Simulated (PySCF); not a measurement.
SMILES [F][Mo]([F])([F])([F])([F])[F] (F6Mo) at its PBE0/def2-SVP optimised geometry (Å):

```
7

Mo     0.0000     0.0003     0.0000
F      1.8162     0.0003     0.0000
F     -1.8162     0.0006     0.0000
F      0.0003    -1.3521     1.2128
F      0.0010     1.2153     1.3499
F     -0.0009    -1.2145    -1.3502
F     -0.0010     1.3521    -1.2135
```

Level of theory: PBE0/def2-TZVP, def2 effective core potentials past Kr (PySCF). The core electrons that the potentials of Mo replace are not part of the density. Cells within 0.4 Å of a nucleus heavier than hydrogen are left out (blank, or x).

Map of the electrostatic potential (hartree/e), clipped to [-0.08, 0.12] on the plane z = 0.0 Å:

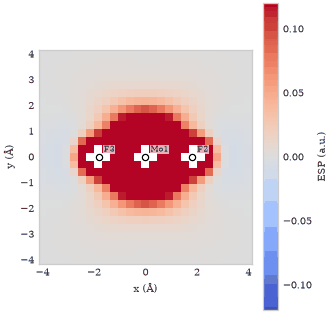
Figure: Electrostatic potential (hartree/e), clipped to [-0.08, 0.12] on the plane z = 0.0 Å.
